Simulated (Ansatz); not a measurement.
C$_{2}$H$_{6}$ClGa (SMILES [CH3][Ga]([CH3])[Cl])

```yaml
atoms:
  - { symbol: C, position_ang: [-0.5370, 1.4649, -0.8820] }
  - { symbol: Ga, position_ang: [-0.4073, -0.3288, -0.1114] }
  - { symbol: C, position_ang: [0.9825, -1.1375, 1.0031] }
  - { symbol: Cl, position_ang: [-2.0766, -1.6381, -0.5734] }
  - { symbol: H, position_ang: [-1.4765, 1.5876, -1.4197] }
  - { symbol: H, position_ang: [-0.4724, 2.2223, -0.0972] }
  - { symbol: H, position_ang: [0.2921, 1.6384, -1.5726] }
  - { symbol: H, position_ang: [0.7143, -2.1573, 1.2764] }
  - { symbol: H, position_ang: [1.9346, -1.1522, 0.4667] }
  - { symbol: H, position_ang: [1.1294, -0.5507, 1.9131] }
```

Geometry: PBE0-D4/def2-TZVP.

Computed with RKS PBE0-D4/def2-TZVPP in Ansatz 0.2.0.

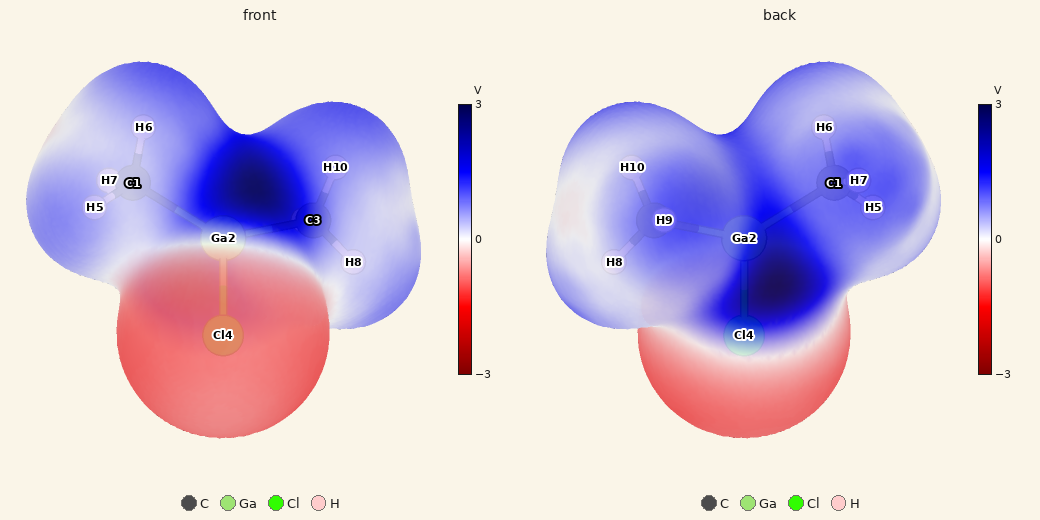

Figure 1. The electrostatic potential painted on the density surface at 0.002 e/bohr³, seen from the front and from behind; the colour scale runs from red (negative) to blue (positive).

Q: Describe the electrostatic potential map.

A: The most negative region (about −0.9 V, or −21 kcal/mol for a unit charge) lies over Cl4, the most positive (about +2.8 V, or +65 kcal/mol for a unit charge) over Ga2.

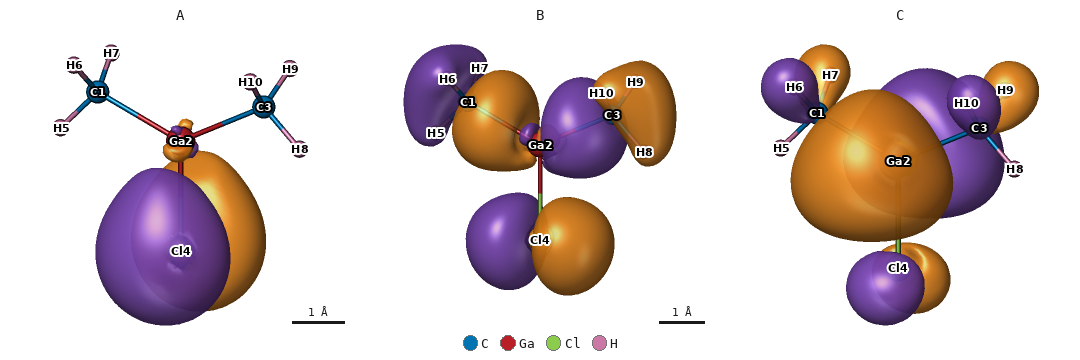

Figure 2. Three frontier orbitals at ±0.08 Å⁻³ᐟ² (orange and purple are the two phases), in no order.

Q: Which picture is the HOMO−1, the HOMO and the LUMO?

A: A is the HOMO−1 (−8.74 eV). Its weight (Hirshfeld) is mainly on Cl4 (about 90 %) and Ga2 (about 10 %); largely a lone pair of Cl4. B is the HOMO (−7.83 eV). It lies mainly on Cl4 (about 35 %), C1 (about 20 %), C3 (about 20 %) and Ga2 (about 15 %). C is the LUMO (−0.86 eV). By Hirshfeld shares it lies mainly on Ga2 (about 65 %), Cl4 (about 10 %), C1 (about 5 %) and C3 (about 5 %).

Q: What is the HOMO–LUMO gap?

A: 6.97 eV between the orbital energies.

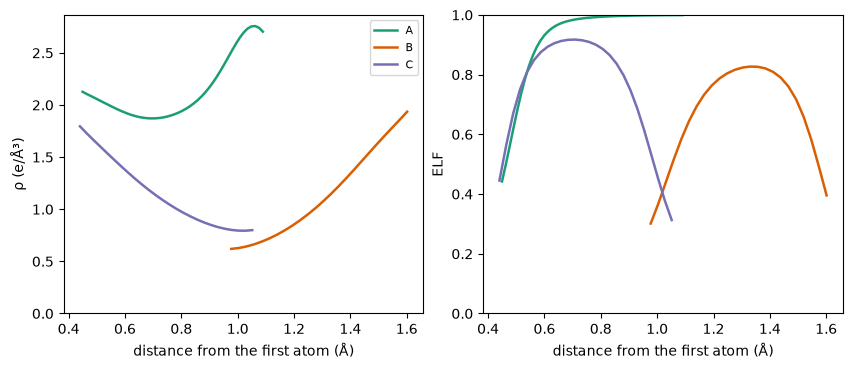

Figure 3. Total electron density and ELF along straight lines between neighbouring atoms. The curves leave out the atomic cores.

Q: Which curve belongs to which contact (C–Ga, C–H and Ga–Cl)? The first atom named is at distance zero.

A: Curve A: C–H (1.09 Å): the density is about 2 e/Å³ at the midpoint; the ELF climbs to about 1 towards the hydrogen, as it does in any bond to H: a covalent bond by its length. Curve B: Ga–Cl (2.17 Å): ρ is about 0.69 e/Å³ halfway; the ELF peaks at about 0.85 in the valence shell of Cl, 0.8 Å from its nucleus, and is about 0.60 at the midpoint. Curve C: C–Ga (1.96 Å): ρ at the midpoint is about 0.8 e/Å³; the ELF peaks at about 0.90 in the valence shell of C, 0.7 Å from its nucleus, and is about 0.55 at the midpoint.
